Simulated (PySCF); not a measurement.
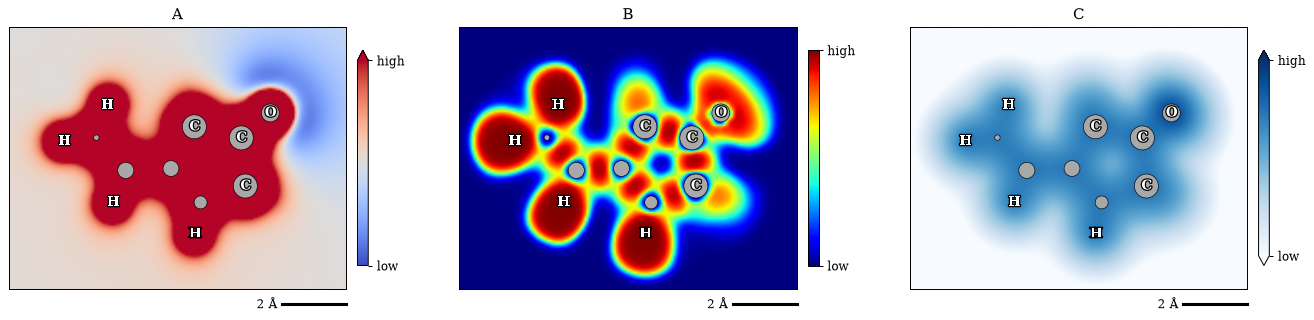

C$_{7}$H$_{12}$O: 3 fields on the plane of atoms C5, C6 and O7, with unlabelled colour scales. Grey discs cover the atomic cores.

Geometry: GFN2-xTB.

The calculation used PBE0/def2-SVPD, SCF density, gas phase (PySCF 2.14.0).

Q: Match the panels to the quantities (electron density, electron localisation function and electrostatic potential).

A: Panel A: electrostatic potential (strongly positive close to the atoms, with negative regions outside electron-rich atoms). Panel B: electron localisation function. Panel C: electron density. From the grid: C–O (1.20 Å): the density is about 3.4 e/Å³ at the midpoint; the ELF peaks at about 0.85 between the atoms (a multiple bond). C–C (1.51 Å): ρ is about 1.7 e/Å³ halfway; the ELF peaks at about 0.95 between the atoms (a shared electron pair).
